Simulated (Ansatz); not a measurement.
**TiC (model cell, started as CsCl type): following an unstable mode**

Which phase does TiC (model cell, started as CsCl type) fall into along its unstable mode, and how much energy does it gain?

Calculated with Ansatz 0.2.0; DFT PBEsol, scalar-relativistic, plane waves, PAW.

The structure was built from a prototype and need not be the compound's stable phase.

## 1. The structure

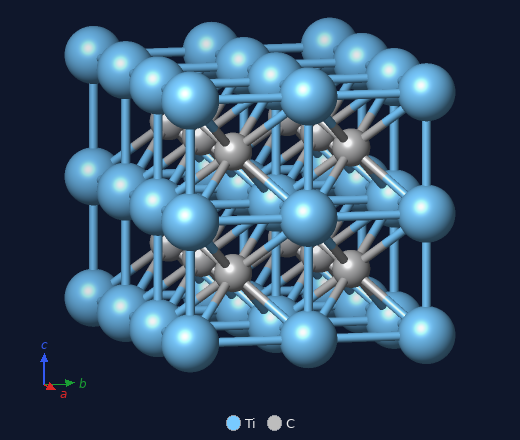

Start, viewed slightly off an axis; titanium blue, carbon light grey. 3×2×2 cells are drawn. Some periodic images of atoms are drawn too.

## 2. The dispersion

The cell comes from relaxations at this level that are not shown. Stability and thermal properties need the whole zone. Linear response on a 4×4×4 q mesh gives force constants as far as a supercell of that size would.

Contents of input.yaml:

```yaml
crystal:
  lattice:
    - [2.6818219351, 0.0, 0.0]
    - [0.0, 2.6818219351, 0.0]
    - [0.0, 0.0, 2.6818219351]
  atoms:
    - { symbol: Ti, position: [0.0, 0.0, 0.0] }
    - { symbol: C, position: [0.5, 0.5, 0.5] }
kpoints:
  mp_grid: { grid: [16, 16, 16] }
hamiltonian:
  xc: pbesol
scf:
  occupations: { method: methfessel_paxton, width: 0.15 }
output:
  eigenvalues: true
phonons:
  method: dfpt
  qmesh: [4, 4, 4]
  temperatures: { t_max: 1000, t_step: 50 }
  qpath:
    path:
      - [[0.0, 0.0, 0.0], [0.0, 0.5, 0.0], [0.5, 0.5, 0.0], [0.0, 0.0, 0.0], [0.5, 0.5, 0.5], [0.0, 0.5, 0.0]]
      - [[0.5, 0.5, 0.5], [0.5, 0.5, 0.0]]
    npoints: 10
```

On the command line:

```bash
$ ansatz run input.yaml --threads 4 --pin off --max-ram 7168MiB --backend cpu --events-out ev --progress --plain --runs-dir out
```

Numbers of over 12 decimals in the logs are rounded to 6 here.

The program printed:

```text
Engine: ansatz 0.2.0, aarch64-unknown-linux-gnu
Pseudopotentials: kind: paw
Pseudopotential: Ti, paw, valence charge 12, recommended cutoff 420 eV (normal), Ti.paw.azcp
Pseudopotential: C, paw, valence charge 4, recommended cutoff 420 eV (normal), C.paw.azcp
Functional definition: PBEsol
  exchange = pbesol_x
  correlation = pbesol_c
Crystal: 2 atoms, lattice volume = 19.288 Å³
Basis set: ecut = 420 eV, 389 PW (Γ), exchange–correlation on 36×36×36 points (8 copies of the dense FFT grid, shifted against one another)
Bands: 12, of which v1, the nominal top of the filled ones, is band 8 counted from 1 (7 counted from 0)
Symmetry: 48 space group operations
k-points: 165 of 4096
Non-local potential: Ti, projectors of the file, l = 0: 3, l = 1: 2, l = 2: 3, l = 3: 1
Non-local potential: C, projectors of the file, l = 0: 2, l = 1: 2, l = 2: 1
PAW form: soft (Blöchl's): semilocal exchange-correlation on the pseudo side does not see the compensation charge
PAW frozen core: Ti, regenerated for the run's functional, and the local potential with it (the file was generated under x = pbe(κ = 0.804, μ = 0.219515), c = pbe(β = 0.066725))
PAW frozen core: C, regenerated for the run's functional, and the local potential with it (the file was generated under x = pbe(κ = 0.804, μ = 0.219515), c = pbe(β = 0.066725))
PAW one-centre angular grid: Ti, 590 points (default); XC on 64 Gauss nodes
PAW one-centre angular grid: C, 110 points (default); XC on 64 Gauss nodes
Initial density: superposition of atomic densities (neutral atoms: chi_scale 0, normalization atom), corrected by the library's trained network
Initial wavefunctions: pseudopotential atomic-orbital guess
Functional: x = pbesol(κ = 0.804, μ = 0.123457), c = pbesol(β = 0.046)
SCF iter   1: F=—  HF=-2720.082352 eV  |F-HF|=—  |Δ(HF+E_count)|=         —  Δρ=1.39e-2  dr2=4.86e-2  ethr=1.77e-3  ⟨swp⟩=4.3  Hψ=9592  notcnv=0
preconditioner: auto → none  [metal: Δε(μ)=0.005 eV  Ē_g=7.449 eV  σ=0.150 eV  W_gap=0.03  n_scr=6 (ndim 8)  ℏωp=23.9 eV  f_vac=0.000  D(μ)=3.63/eV (n_scr^D=80)  sad-step TF]
SCF iter   2: F=—  HF=-2720.078106 eV  |F-HF|=—  |Δ(HF+E_count)|=   4.25e-3  S|Δr|=    0.00e0  Δρ=9.74e-3  dr2=2.51e-2  ethr=3.04e-4  ⟨swp⟩=1.0  Hψ=3300  notcnv=0
SCF iter   3: F=—  HF=-2720.075067 eV  |F-HF|=—  |Δ(HF+E_count)|=   3.04e-3  S|Δr|=    0.00e0  Δρ=1.29e-3  dr2=1.11e-4  ethr=1.57e-4  ⟨swp⟩=1.8  Hψ=2133  notcnv=0  defer=1
SCF iter   4: F=—  HF=-2720.075059 eV  |F-HF|=—  |Δ(HF+E_count)|=   7.79e-6  S|Δr|=    0.00e0  Δρ=2.98e-4  dr2=6.32e-6  ethr=6.93e-7  ⟨swp⟩=3.0  Hψ=3347  notcnv=0
SCF iter   5: F=—  HF=-2720.075061 eV  |F-HF|=—  |Δ(HF+E_count)|=   1.81e-6  S|Δr|=    0.00e0  Δρ=8.33e-6  dr2=8.28e-9  ethr=3.95e-8  ⟨swp⟩=1.3  Hψ=2095  notcnv=0
SCF iter   6: F=—  HF=-2720.075061 eV  |F-HF|=—  |Δ(HF+E_count)|=   2.12e-7  S|Δr|=    0.00e0  Δρ=1.52e-6  dr2=5.00e-10  ethr=5.17e-11  ⟨swp⟩=2.5  Hψ=3139  notcnv=0
SCF iter   7: F=-2720.075061 eV  HF=-2720.075061 eV  |F-HF|=4.55e-13  |Δ(HF+E_count)|=  5.09e-11  S|Δr|=    0.00e0  Δρ=4.56e-8  dr2=1.28e-13  ethr=1.00e-12  ⟨swp⟩=4.0  Hψ=7834  notcnv=0
the search or the solves at the SCF's close seem to have found levels that the self-consistency loop had missed (the run counts 1). By its estimate they hold under 1e-12 electrons; where the run keeps them, the occupations were computed again with them
SCF 1 converged in 7 iterations: F = -2720.075061 eV  dr2 = 1.28e-13
  greatest PAW one-centre occupation: 0.999 electrons in one spin orbital (limit 2), on the Ti atom at site 0 (counted from 0), in its partial waves of l = 0
Initial density: read from a saved state, or passed on in memory by an earlier SCF of this step, an earlier step, the calling program or the single point that the run made first
iter 1 solved again at ethr=2.26e-9 eV; its pass at ethr=3.10e-3 eV (dr2=3.61e-7 eV) is discarded
SCF iter   1: F=—  HF=-2720.075061 eV  |F-HF|=—  |Δ(HF+E_count)|=         —  Δρ=5.94e-8  dr2=4.47e-13  ethr=2.26e-9  ⟨swp⟩=3.0  Hψ=14975  notcnv=0
eigensolver tolerance schedule: the retry pair's looser diagonalisation over-reported the residual by 807648.76 of it (diagonalisation noise at 1.43 of the residual, at the tolerance the schedule requests for it); recorded, not acted on — ethr = c·dr2/N_el stays at c = 1.0e-1
preconditioner: auto → none  [metal: Δε(μ)=0.003 eV  Ē_g=7.489 eV  σ=0.150 eV  W_gap=0.01  n_scr=6 (ndim 8)  ℏωp=23.9 eV  f_vac=0.000  D(μ)=3.52/eV (n_scr^D=80)]
SCF iter   2: F=-2720.075061 eV  HF=-2720.075061 eV  |F-HF|=0.00e0  |Δ(HF+E_count)|=  6.91e-11  S|Δr|=    0.00e0  Δρ=2.76e-8  dr2=7.99e-14  ethr=1.00e-12  ⟨swp⟩=3.5  Hψ=5979  notcnv=0
SCF 2 converged in 2 iterations: F = -2720.075061 eV  dr2 = 7.99e-14
phonons: the bands overlap, so this run is a metal and interpolates without the dipole-dipole term. If the crystal is really an insulator or semiconductor, its LO-TO splitting is missing
NSCF: frozen V_eff on 165 k-points
NSCF: frozen V_eff on 405 k-points
DFPT response loops at q = (0, 0, 0) (fractional): preconditioner auto → Kerker (q_TF=auto, 2.645 Å⁻¹) (partly filled bands, converged f_vac=0.000); β = 1.00, the filter's whole step (`scf.mixing.beta` (0.50) is not read by the response loops under this deck's `scf.mixing.preconditioner`; to damp them name `kerker` or `kerker_dos`, under which they read `scf.mixing.beta`, and type it under 1.00, their step now; both keys bind the ground state too); Broyden in place of MSR1
NSCF: frozen V_eff on 2592 k-points
DFPT response loops at q = (0, 0, 0.25) (fractional): mixed as the last ones told, above
NSCF: frozen V_eff on 1458 k-points
DFPT response loops at q = (0, 0, -0.5) (fractional): mixed as the last ones told, above
NSCF: frozen V_eff on 4608 k-points
DFPT response loops at q = (0, 0.25, 0.25) (fractional): mixed as the last ones told, above
NSCF: frozen V_eff on 2592 k-points
DFPT response loops at q = (0, 0.25, -0.5) (fractional): mixed as the last ones told, above
NSCF: frozen V_eff on 1458 k-points
DFPT response loops at q = (0, -0.5, -0.5) (fractional): mixed as the last ones told, above
NSCF: frozen V_eff on 4352 k-points
DFPT response loops at q = (0.25, 0.25, 0.25) (fractional): mixed as the last ones told, above
NSCF: frozen V_eff on 4608 k-points
DFPT response loops at q = (0.25, 0.25, -0.5) (fractional): mixed as the last ones told, above
NSCF: frozen V_eff on 2592 k-points
DFPT response loops at q = (0.25, -0.5, -0.5) (fractional): mixed as the last ones told, above
NSCF: frozen V_eff on 810 k-points
DFPT response loops at q = (-0.5, -0.5, -0.5) (fractional): mixed as the last ones told, above
SCF converged after 7 iterations
Stability not checked: this state was not tested for a lower state beside it, because cold or Methfessel-Paxton smearing, or corrected tetrahedra, fill the levels in a way that the test cannot read (fill_not_monotonic; see scf.lower_state_search)
Free energy (F): -2720.075061 eV
Harris-Foulkes:  -2720.075061 eV  (|F-HF|=4.55e-13)
Internal energy: -2720.070481 eV  (E = F + TS)
E sigma→0 (E₀):  -2720.073916 eV
Entropy (-TS):   -0.004580 eV (-2.290 meV/atom)
Fermi energy:    15.901999 eV
--- Per-component energies (eV) ---
  E_band       = -89.977915
  E_kinetic    = 362.194211
  E_local      = -730.721577  (includes V_loc(G=0)·N_el)
  E_nonlocal   = 35.706521
  E_hartree    = 301.095541
  E_xc         = -145.924315
  E_vxc        = -182.909848  (∫ρ·V_xc dr)
  E_paw        = -1117.143488  (= ΣΔE_a)
  E_vpaw       = -176.438381  (= ΣTr[D̂ρ^β])
  E_aug_tail   = 0.000077  (compensation charges beyond the density's cutoff)
  E_ewald      = -1425.437935
  E_core_change = 0.160485  (= ΣΔE_core)
  E_smearing   = -0.004580  (= −TS)
  E_closure    = -0.000000  (closes the sum)
  Σ components = -2720.075061   (vs F -2720.075061, Δ=0.00e0)
--- Band table (eV; the first three rows and the last of 165) ---
  k-point 0: bands = [... 4 lower, 2.7374, 14.2238, 14.2238, 17.4618, 17.4618, 17.4618, 19.3580, 19.3580]
  k-point 1: bands = [... 4 lower, 2.8160, 14.1354, 14.2557, 17.2543, 17.2543, 17.4305, 19.3672, 19.5817]
  k-point 2: bands = [... 4 lower, 3.0472, 13.8061, 14.3482, 16.8062, 16.8062, 17.4578, 19.3934, 20.0795]
  k-point 164: bands = [... 4 lower, 9.4439, 10.3323, 10.3323, 10.3323, 20.7827, 20.7827, 23.0756, 23.0756]
--- Phonons (Γ-DFPT): 2 representative perturbations + reference (Σ response iterations 6) ---
  ASR residual: 1.910e-5 → 0.000e0 eV/Å²; symmetrization residual: 2.780e-7 eV/Å²
  ASR residual per site (eV/Å²): 7.21e-6 1.91e-5
  Γ frequencies (cm⁻¹): 0.00 0.00 0.00 251.40 251.40 251.40
--- Phonons (arbitrary-q DFPT): 10 irreducible q on the 4×4×4 mesh ---
  q = [0.0000, 0.0000, 0.0000] (star 1, of the zone-centre solve; hermiticity 2.49e-7, symmetrization 6.14e-12): -0.00 -0.00 0.00 251.40 251.40 251.40
  q = [0.0000, 0.0000, 0.2500] (star 6, 4 solved perturbations in 4032 linear systems a pass and spin channel, the states on 1296 of 4096 k-point pairs; hermiticity 1.04e-7, symmetrization 2.59e-14): -225.08 -225.08 115.18 162.54 162.54 364.93
  q = [0.0000, 0.0000, -0.5000] (star 3, 4 solved perturbations in 2268 linear systems a pass and spin channel, the states on 729 of 4096 k-point pairs; hermiticity 9.44e-13, symmetrization 2.68e-12): -333.98 -333.98 -172.87 -172.87 145.13 398.31
  q = [0.0000, 0.2500, 0.2500] (star 12, 4 solved perturbations in 7056 linear systems a pass and spin channel, the states on 2304 of 4096 k-point pairs; hermiticity 2.65e-7, symmetrization 6.94e-14): -318.91 -133.21 -33.96 118.84 253.11 362.90
  q = [0.0000, 0.2500, -0.5000] (star 12, 6 solved perturbations on 1296 of 4096 k-point pairs; hermiticity 2.36e-7, symmetrization 2.00e-12): -314.26 -275.35 -56.60 260.56 308.59 417.62
  q = [0.0000, -0.5000, -0.5000] (star 3, 4 solved perturbations in 2268 linear systems a pass and spin channel, the states on 729 of 4096 k-point pairs; hermiticity 6.24e-8, symmetrization 7.93e-14): -356.56 -332.31 303.22 303.22 392.58 392.58
  q = [0.2500, 0.2500, 0.2500] (star 8, 2 solved perturbations on 2176 of 4096 k-point pairs; hermiticity 8.32e-7, symmetrization 1.52e-12): -177.17 -177.17 -155.99 -88.99 263.37 263.37
  q = [0.2500, 0.2500, -0.5000] (star 12, 4 solved perturbations in 7056 linear systems a pass and spin channel, the states on 2304 of 4096 k-point pairs; hermiticity 1.53e-7, symmetrization 1.31e-12): -204.45 -50.91 48.39 249.85 282.07 403.55
  q = [0.2500, -0.5000, -0.5000] (star 6, 4 solved perturbations in 4032 linear systems a pass and spin channel, the states on 1296 of 4096 k-point pairs; hermiticity 4.75e-8, symmetrization 1.75e-12): -293.74 -108.38 268.69 268.69 343.21 343.21
  q = [-0.5000, -0.5000, -0.5000] (star 1, 2 solved perturbations on 405 of 4096 k-point pairs; hermiticity 6.38e-13, symmetrization 4.68e-12): 178.69 178.69 178.69 261.40 261.40 261.40
  sum rule: each row above includes the acoustic sum rule's correction from the zone centre's row sums; it moved no ω² by more than (0.66 cm⁻¹)²
  mesh force constants: q→R imaginary residual 1.01e-18; ASR residual 1.910e-5 → 0.000e0 eV/Å²; symmetrization residual 9.770e-15 eV/Å²
  interpolated dispersion: 62 rows × 6 modes
  density of states and harmonic sums: on the 24×24×24 q-mesh, interpolated from the force constants of a 4×4×4 supercell (no non-analytic term)
  largest difference from the sums on the solved wave vectors: F 2.98e-2 eV, S 5.33e-5 and C_V 2.34e-5 eV/K
  zero-point energy: 0.057817 eV/cell   skipped modes (ω ≤ 0): 1083, of them read as no rigid motion or as one in doubt: 1080 (2.430e0 modes/cell left out, lowest -369.84 cm⁻¹)   left out of the sums: 4.05e-1 of the cell's modes: C_V's classical limit lies that fraction below 3 k_B per atom; for a crystal, a wire or a layer, F and S can be off by more, and a phonons.interpolated_qmesh denser along its periods is the remedy for the sampling
```

Elapsed: 3.4 min, on 4 threads of Arm Neoverse V1, shared host; peak memory 1.7 GiB.

In the SCF lines HF is the Harris–Foulkes energy and dr2 the Hartree energy of the density residual, in eV; the loop may stop once dr2 is under the threshold and the program's other checks hold. Hψ counts applications of the Hamiltonian.

This step gave:

* volume per atom: 9.644 Å³
* gap on the k-mesh: 0 eV
* sum-rule residual before enforcement: 1.91e-5 eV/Å²
* lowest frequency on the path: -369.2 cm⁻¹
* point group: m-3m
* highest frequency on the path or at a solved wavevector: 419.1 cm⁻¹
* highest optical mode at the zone centre (no LO-TO term): 251.4 cm⁻¹
* lowest optical zone-centre mode: 251.4 cm⁻¹
* lowest mode on the q mesh (acoustic modes at Γ apart): -356.6 cm⁻¹

Frequencies (cm⁻¹) solved at each irreducible wavevector; negative means imaginary. Frequencies by wavevector, by row:

```
q in reciprocal lattice units  star  mode 1  mode 2  mode 3  mode 4  mode 5  mode 6
                        0 0 0     1       0       0       0   251.4   251.4   251.4
                     0 0 0.25     6  -225.1  -225.1   115.2   162.5   162.5   364.9
                     0 0 -0.5     3    -334    -334  -172.9  -172.9   145.1   398.3
                  0 0.25 0.25    12  -318.9  -133.2     -34   118.8   253.1   362.9
                  0 0.25 -0.5    12  -314.3  -275.4   -56.6   260.6   308.6   417.6
                  0 -0.5 -0.5     3  -356.6  -332.3   303.2   303.2   392.6   392.6
               0.25 0.25 0.25     8  -177.2  -177.2    -156     -89   263.4   263.4
               0.25 0.25 -0.5    12  -204.4   -50.9    48.4   249.8   282.1   403.6
               0.25 -0.5 -0.5     6  -293.7  -108.4   268.7   268.7   343.2   343.2
               -0.5 -0.5 -0.5     1   178.7   178.7   178.7   261.4   261.4   261.4
```

Interpolated from a 4×4×4 q mesh. Phonon branches along the path, in cm⁻¹:

```
    point  branch 1  branch 2  branch 3  branch 4  branch 5  branch 6
        Γ         0         0         0       251       251       251
        X      -334      -334      -173      -173       145       398
        M      -357      -332       303       303       393       393
        Γ         0         0         0       251       251       251
        R       179       179       179       261       261       261
        X      -334      -334      -173      -173       145       398
jump to R       179       179       179       261       261       261
        M      -357      -332       303       303       393       393
```

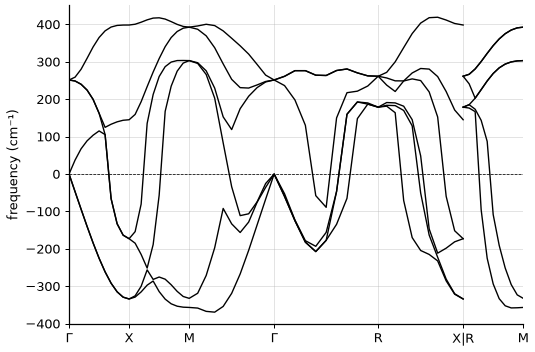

Phonon branches along the path.

Symmetry leaves 10 wavevectors to solve. The lowest mode among them, the acoustic zeros apart, lies at q = (0, -0.5, -0.5) and is imaginary, 356.6i cm⁻¹, so the energy falls along it. Between them the interpolated path dips to 369i cm⁻¹.

## 3. The mode frozen in, largest atomic shift 0 Å

The mode followed lies at q = (0, -0.5, -0.5) with frequency 356.6i cm⁻¹, the softest among the wavevectors solved. At small amplitude the distorted cell has space group no. 129 by a symmetry search on the positions. The undistorted cell that holds it gives the zero of energy on the same k mesh.

System of this step: TiC (model cell, started as CsCl type). Symmetry: Pm-3m, No. 221, cubic system. The conventional cell has a = 2.682 Å, b = 2.682 Å, c = 2.682 Å, α = 90.00°, β = 90.00°, γ = 90.00°. Ti has 8 C at 2.32 Å nearest. C has 8 Ti at 2.32 Å nearest. Farther neighbours are not listed.

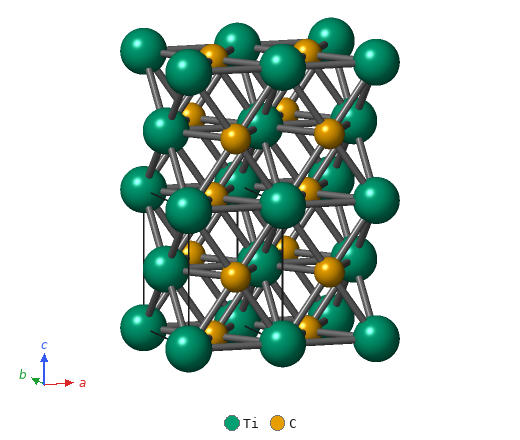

The cell of this step (titanium teal, carbon orange). 2×1×2 cells are drawn. Some periodic images of atoms are drawn too.

Contents of input.yaml:

```yaml
crystal:
  lattice:
    - [-2.6818219351, 0.0, 0.0]
    - [0.0, -2.6818219351, -2.6818219351]
    - [0.0, -2.6818219351, 2.6818219351]
  atoms:
    - { symbol: Ti, position: [0.0, 1.0, 0.0] }
    - { symbol: Ti, position: [0.0, 0.5, 0.5] }
    - { symbol: C, position: [0.5, 0.0, 0.5] }
    - { symbol: C, position: [0.5, 0.5, 0.0] }
kpoints:
  mp_grid: { grid: [14, 10, 10] }
hamiltonian:
  xc: pbesol
scf:
  occupations: { method: methfessel_paxton, width: 0.15 }
output:
  forces: true
  stress: true
  eigenvalues: true
```

The program printed:

```text
[...]
Crystal: 4 atoms, lattice volume = 38.576 Å³
Basis set: ecut = 420 eV, 761 PW (Γ), exchange–correlation on 36×54×54 points (8 copies of the dense FFT grid, shifted against one another)
Bands: 20, of which v1, the nominal top of the filled ones, is band 16 counted from 1 (15 counted from 0)
Symmetry: 32 space group operations
[...]
k-points: 168 of 1400
[...]
--- Band table (eV; the first three rows and the last of 168) ---
  k-point 0: bands = [... 12 lower, 14.2256, 14.2258, 15.2591, 17.4578, 17.4586, 17.4586, 17.7481, 17.7481]
  k-point 1: bands = [... 12 lower, 14.1599, 14.2254, 15.4441, 17.0798, 17.2096, 17.3525, 17.5541, 17.7842]
  k-point 2: bands = [... 12 lower, 13.9872, 14.1532, 15.7796, 16.3926, 16.7516, 16.7900, 17.8118, 17.8898]
  k-point 167: bands = [... 12 lower, 12.6245, 12.6245, 15.2585, 15.2585, 17.7476, 17.7476, 17.7482, 17.7482]
[key lines of the parts left out:]
SCF converged after 6 iterations
Free energy (F): -5440.160384 eV
Fermi energy:    15.907101 eV
P = ⅓ Tr σ = -0.0713 GPa (-0.713 kbar)
```

Wall time 2.2 s (4 threads); peak memory 0.4 GiB.

This step gave:

* pressure: -0.07128 GPa
* energy from the undistorted cell: 0 meV/atom

The run ends at a pressure of -0.07 GPa.

## 4. The mode frozen in, largest atomic shift 0.45 Å

The atoms are moved along the unstable eigenvector, the largest shift by 0.45 Å, with the cell fixed.

input.yaml, the sections that differ from step 3:

```yaml
crystal:
  lattice:
    - [-2.6818219351, 0.0, 0.0]
    - [0.0, -2.6818219351, -2.6818219351]
    - [0.0, -2.6818219351, 2.6818219351]
  atoms:
    - { symbol: Ti, position: [0.0, 1.0, 0.0] }
    - { symbol: Ti, position: [0.0, 0.5, 0.5] }
    - { symbol: C, position: [0.3322036247, 0.0, 0.5] }
    - { symbol: C, position: [0.6677963753, 0.5, 0.0] }
# kpoints, hamiltonian, scf, output: as in step 3
```

The program printed:

```text
[...]
Crystal: 4 atoms, lattice volume = 38.576 Å³
Basis set: ecut = 420 eV, 761 PW (Γ), exchange–correlation on 36×54×54 points (8 copies of the dense FFT grid, shifted against one another)
Bands: 20, of which v1, the nominal top of the filled ones, is band 16 counted from 1 (15 counted from 0)
Symmetry: 16 space group operations
[...]
k-points: 168 of 1400
[...]
--- Band table (eV; the first three rows and the last of 168) ---
  k-point 0: bands = [... 12 lower, 12.9200, 14.1268, 15.3053, 15.4549, 15.4549, 17.6935, 19.2221, 19.4038]
  k-point 1: bands = [... 12 lower, 12.9645, 13.9853, 15.3424, 15.4165, 15.6660, 17.6863, 18.7527, 19.3389]
  k-point 2: bands = [... 12 lower, 13.0486, 13.7142, 15.0438, 15.5965, 16.1381, 17.6192, 18.1351, 19.1438]
  k-point 167: bands = [... 12 lower, 12.8915, 12.8915, 13.5614, 13.5614, 17.7384, 17.7384, 17.8982, 17.8982]
[key lines of the parts left out:]
SCF converged after 5 iterations
Free energy (F): -5440.811025 eV
Fermi energy:    15.685046 eV
P = ⅓ Tr σ = 16.1359 GPa (161.359 kbar)
```

Run time: 1.8 s. Hardware: 4 threads; peak memory 0.4 GiB; 6.5 s of CPU time.

Numbers from this step:

```
pressure                         : 16.14 GPa
energy from the undistorted cell : -162.9 meV/atom
```

The energy, extrapolated to zero smearing, is -162.89 meV/atom against the undistorted cell.

The run ends at a pressure of 16.14 GPa, with forces up to 0.36 eV/Å.

(Continued in part 2 of 2.)

[Logs are printed without paths, hosts, clocks, repeated set-up lines and the standing remarks that a program may print on its own settings, such as how far it seeks lower states.]

[Hosts, paths, dates, database ids (printed as entryN), source tags and the programs' standing remarks are cut or masked in the printed files.]
